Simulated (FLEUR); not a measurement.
## NiO: exchange couplings by hand from total energies

Can a spin model with one coupling foretell the energy of a further order of NiO?

Program: FLEUR MaX-R8.1. Level of theory: PBEsol with U = 6 eV on Ni d; all-electron FLAPW, Dirac cores, scalar-relativistic bands. Results are calculated unless marked as measured.

**What experiment says.**

For NiO, rock salt (NaCl structure) (bulk NiO, value quoted from literature), “Local correlations, non-local screening, multiplets, and band formation in NiO” (2012, arxiv:1210.6675) quotes earlier work: ordering temperature (Neel temperature) 523 K [Literature value cited from ref 1 in the introduction].

### Step 1. Set-up

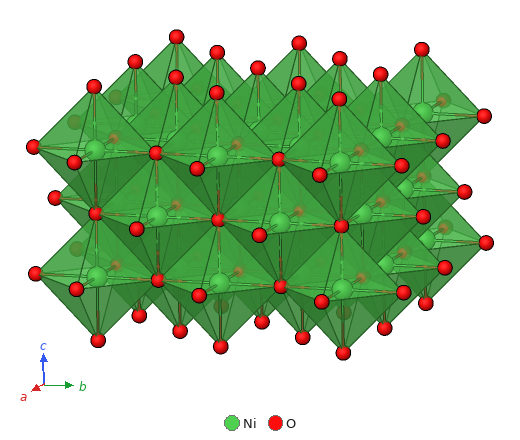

The starting structure, seen slightly off an axis (nickel green, oxygen red). 2×2×1 cells are drawn. This picture shows the conventional cell, with its axes. Some periodic images of atoms are drawn too.

### Step 2. The parallel order

All energies count from this run. The U counters the self-interaction that shrinks the moments of a localised shell.

inpgen writes inp.xml from crystal.txt; cutoffs, mixing, functional, smearing and local orbitals are then set in the file. The k list default-1 (kpts.xml, not shown) is a Γ-centred 8×8×8 mesh; where the ranks do not divide the number of points, some are split in two of half the weight.

The input, inp.xml:

```
<?xml version="1.0" encoding="UTF-8" standalone="no"?>
<fleurInput fleurInputVersion="0.39">
   <comment>
      NiO
   </comment>
   <calculationSetup>
      <cutoffs Kmax="4.32" Gmax="13.0" GmaxXC="13.0" numbands="0"/>
      <scfLoop itmax="130" minDistance="0.0001" maxIterBroyd="15" imix="Anderson" alpha="0.05" precondParam="0.0" spinf="2.0" sdNocoIR="T"/>
      <coreElectrons ctail="T" frcor="F" kcrel="0" coretail_lmax="0"/>
      <xcFunctional name="PBEs" relativisticCorrections="F"/>
      <magnetism jspins="2"/>
      <soc l_soc="F" theta="0.0" phi="0.0" spav="F"/>
      <expertModes spex="0" secvar="F"/>
      <geometryOptimization l_f="F" forcealpha="1.0" forcemix="BFGS" epsdisp="0.00001" epsforce="0.00001"/>
      <ldaU l_linMix="F" mixParam="0.05" spinf="1.0"/>
   </calculationSetup>
   <cell>
      <bzIntegration valenceElectrons="24.0" mode="hist" fermiSmearingEnergy="0.00183747">
         <kPointListSelection listName="default-1"/>
         <xi:include xmlns:xi="http://www.w3.org/2001/XInclude" href="kpts.xml"> </xi:include>
      </bzIntegration>
      <xi:include xmlns:xi="http://www.w3.org/2001/XInclude" href="sym.xml"> </xi:include>
      <bulkLattice scale="1.0">
         <bravaisMatrix>
            <row-1>    0.0000000000000000     3.9417828250996005     3.9417828250996005</row-1>
            <row-2>    3.9417828250996005     0.0000000000000000     3.9417828250996005</row-2>
            <row-3>    3.9417828250996005     3.9417828250996005     0.0000000000000000</row-3>
         </bravaisMatrix>
      </bulkLattice>
   </cell>
   <atomSpecies>
      <species name="Nickel (Ni2.000" element="Ni" atomicNumber="28">
         <mtSphere radius="2.46" gridPoints="813" logIncrement="0.015"/>
         <atomicCutoffs lmax="10" lnonsphr="8"/>
         <electronConfig flipSpins="F">
            <coreConfig>(1s1/2) (2s1/2) (2p1/2) (2p3/2)</coreConfig>
            <valenceConfig>(3s1/2) (3p1/2) (3p3/2) (4s1/2) (3d3/2) (3d5/2)</valenceConfig>
            <stateOccupation state="(3d3/2)" spinUp="2.0" spinDown="1.2"/>
            <stateOccupation state="(3d5/2)" spinUp="3.0" spinDown="1.8"/>
         </electronConfig>
         <energyParameters s="4" p="4" d="3" f="4"/>
         <ldaU l="2" U="6.0" J="0.0" l_amf="F"/>
         <lo type="SCLO" l="0" n="3" eDeriv="0"/>
         <lo type="SCLO" l="1" n="3" eDeriv="0"/>
      </species>
      <species name="Oxygen (O)" element="O" atomicNumber="8">
         <mtSphere radius="1.39" gridPoints="461" logIncrement="0.023"/>
         <atomicCutoffs lmax="6" lnonsphr="4"/>
         <electronConfig flipSpins="F">
            <coreConfig>(1s1/2)</coreConfig>
            <valenceConfig>(2s1/2) (2p1/2) (2p3/2)</valenceConfig>
            <stateOccupation state="(2p1/2)" spinUp="0.666667" spinDown="0.666667"/>
            <stateOccupation state="(2p3/2)" spinUp="1.333333" spinDown="1.333333"/>
         </electronConfig>
         <energyParameters s="2" p="2" d="3" f="4"/>
      </species>
   </atomSpecies>
   <atomGroups>
      <atomGroup species="Nickel (Ni2.000">
         <relPos label="                   1">.0000000000 .0000000000 .0000000000</relPos>
         <force calculate="T" relaxXYZ="TTT"/>
      </atomGroup>
      <atomGroup species="Oxygen (O)">
         <relPos label="                   2">1.000/2.000 1.000/2.000 1.000/2.000</relPos>
         <force calculate="T" relaxXYZ="TTT"/>
      </atomGroup>
   </atomGroups>
   <output dos="F" band="F" slice="F">
      <bandDOS minEnergy="-.5*Htr" maxEnergy="0.5*Htr" sigma="0.015" storeEVData="T"/>
      <plotting iplot="0" polar="F">
         <plot TwoD="T" vec1="  1.0  0.0  0.0" vec2="  0.0  1.0  0.0" vec3="  0.0  0.0  1.0" zero="  0.0  0.0  0.0" file="plot"/>
      </plotting>
      <moessbauerParams electricFieldGradient="F" isomerShift="F" coreHyperfine="F" valenceHyperfine="F"/>
   </output>
</fleurInput>
```

The input, crystal.txt:

```
NiO
&input film=F cartesian=F /
0.00000000000  2.08590164140  2.08590164140
2.08590164140  0.00000000000  2.08590164140
2.08590164140  2.08590164140  0.00000000000
1.8897261246
1.0 1.0 1.0

2
28 0.00000000000  0.00000000000  0.00000000000 : 2.000
8 0.50000000000  0.50000000000  0.50000000000

&kpt div1=8 div2=8 div3=8 gamma=T /
```

Run with:

```sh
OMP_NUM_THREADS=1 inpgen -f crystal.txt > inpgen.log  # inp.xml is then edited as shown
OMP_NUM_THREADS=1 mpirun -n 4 fleur_MPI > fleur.log
```

What it wrote:

```text
Welcome to FLEUR        (www.flapw.de)
      MaX-Release 8.1          (www.max-centre.eu)

 ========== k-point set info ==========
 Selected k-point list: default-1
 k-point list type: mesh
 0 x 0 x 0
 Number of k points: 32

 [... set-up left out ...]
 no density matrix found ... skipping LDA+U
 Reset of history
 Iteration:     1   Distance:      28.81502170 me/bohr^3
 Iteration:     2   Distance:      38.60464266 me/bohr^3
 Iteration:     3   Distance:      35.97251250 me/bohr^3
 Iteration:     4   Distance:      19.46444325 me/bohr^3
[...]
[... left out ...]
            <freeEnergy value="-1594.4722355460"/>
            <extrapolationTo0K value="-1594.4722355460"/>
         </totalEnergy>
         [... left out ...]
         <ldaUDensityMatrixConvergence>
            <distance spin="1" distance="0.000000"/>
            <distance spin="2" distance="0.000000"/>
         </ldaUDensityMatrixConvergence>
         <densityConvergence units="me/bohr^3">
            <chargeDensity spin="1" distance="0.0000311750"/>
            <chargeDensity spin="2" distance="0.0000218855"/>
            <overallChargeDensity distance="0.0000450203"/>
            <spinDensity distance="0.0000295785"/>
         </densityConvergence>
      </iteration>
```

Elapsed: 11 s, on 4 MPI ranks of Arm Neoverse V1, shared host; peak memory 0.2 GiB; 45 s of CPU time.

Spin moment in the muffin-tin sphere by atom:

| atom | spin moment in the muffin-tin sphere (μB) |
| --- | --- |
| Ni1 | 1.78 |
| O2 | 0.19 |

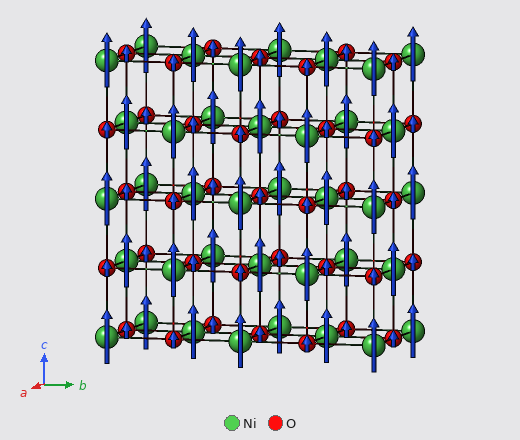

Spin moment in the muffin-tin sphere as arrows, the longest 1.78 μB. Up and down stand for the sign. Arrows give size and sign along the axis of quantisation, drawn up and down the page. Each arrow also spans its atom, so small moments look longer than they are. 1×2×2 conventional cells are drawn. Some periodic images of atoms are drawn too.

Numbers from this step:

- free energy: -43387.7999 eV
- program's band gap on this mesh (in a metal only a level spacing): 2.170 eV
- magnetization: 2 μB
- final state: ferromagnetic

After 19 cycles the largest moment stands at 1.78 μB.

### Step 3. The orders used for the fit

The other orders were run with the same settings, on meshes that hold the same points. Free energies are divided by the number of Ni atoms; q is in fractions of the reciprocal vectors of the first run's cell.

| order | atoms | mesh | free energy (eV) | eV per Ni | largest moment (μB) |
| --- | --- | --- | --- | --- | --- |
| F + | 2 | 8×8×8 | -43387.7999 | -43387.7999 | 1.78 |
| AF q=(0,1/2,1/2) +- | 4 | 8×4×8 | -86775.5764 | -43387.7882 | 1.79 |

### Step 4. Counting neighbours

With E = −Σ J e_i·e_j over ordered pairs of unit vectors, turning a neighbour from parallel to opposed costs 2J a Ni atom. So an order lies 2 Σ n J over the parallel one, n being the opposed neighbours in each shell.

| shell | distance (Å) | neighbours | opposed in AF q=(0,1/2,1/2) +- | opposed in AF q=(0,0,1/2) +- |
| --- | --- | --- | --- | --- |
| J1 | 2.95 | 12 | 8 | 6 |
| J2 | 4.17 | 6 | 0 | 6 |

Only J1 is kept.

### Step 5. Solving

```
2 × 8 × J1 = +11.7 meV    (AF q=(0,1/2,1/2) +-)
J1 = +0.73 meV
```

### Step 6. The test

The couplings now give the orders that were left out:

```
2 × 6 × (+0.73) = +8.8 meV    (AF q=(0,0,1/2) +-)
```

The runs themselves:

| order | atoms | mesh | free energy (eV) | eV per Ni | largest moment (μB) | over the parallel order (meV) | foretold (meV) |
| --- | --- | --- | --- | --- | --- | --- | --- |
| AF q=(0,0,1/2) +- | 4 | 8×8×4 | -86775.7851 | -43387.8925 | 1.68 | -92.7 | +8.8 |

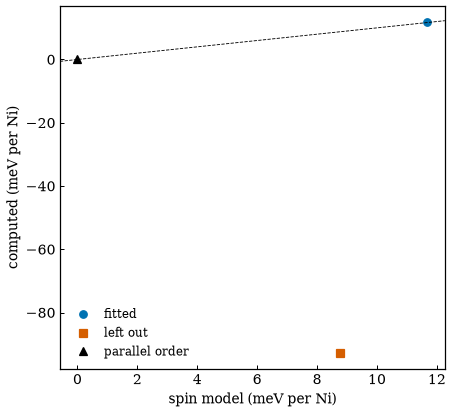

Computed energies of the orders against the model; the dashed line marks agreement.

### Step 7. One more shell

One try is to add the next shell, though changing moments can also cause the miss. Both differences then fix both couplings, and no order is left for a test.

```
2 × 8 × J1 = +11.7 meV    (AF q=(0,1/2,1/2) +-)
2 × 6 × J1 + 2 × 6 × J2 = -92.7 meV    (AF q=(0,0,1/2) +-)
J1 = +0.73 meV
J2 = -8.46 meV
```

### Step 8. Mean-field temperature

```
gain of AF q=(0,0,1/2) +- over disorder = (12 − 2 × 6) × (+0.73) + (6 − 2 × 6) × (-8.46) = 50.8 meV
T = 2 × 50.8 / (3 × 0.08617) = 393 K
```

### Step 9. Results

- effective coupling of the reversed pairs, counted on J1 (Ni–Ni at 2.95 Å): 0.73 meV
- largest miss on the orders left out: 101 meV
- J1 with two shells: 0.73 meV
- J2 with two shells: -8.46 meV
- mean-field ordering temperature: 393 K

**Reading.** The model misses the order left out by 101 meV, 109 % of the largest distance from the parallel order, so it fails: these couplings alone don't describe the crystal. With the next shell added the couplings are J1 = +0.73 and J2 = -8.46 meV, untested. The largest moments of the orders differ by 6.0 % of the greatest. One difference fixes one number: it sums all reversed shells and need not be the coupling of the nearest one, even in sign. Mean field overstates the temperature of the model, and classical spins understate it for small quantum spins, by up to the factor (S+1)/S.

Calculation against experiment:

| quantity | measured | PBEsol with U = 6 eV on Ni d |
| --- | --- | --- |
| ordering temperature (mean field) (K) | 523 | 393 (-24.9 %) |

Measured values from arxiv:1210.6675 (2012).

Verdict: The ordering temperature is off by -24.9 %: a clear miss. No cell relaxation is part of this session.

[Logs and program files are shortened in this print: banners, set-up blocks, solver, clock and traceback lines can be left out without a mark of their own.]

[Logs are printed without paths, hosts, clocks, repeated set-up lines and the standing remarks that a program may print on its own settings, such as how far it seeks lower states.]

[Hosts, paths, dates, database ids (printed as entryN), source tags and the programs' standing remarks are cut or masked in the printed files.]

[Where a cell is said to come from a database of computed structures, the database is the Materials Project.]
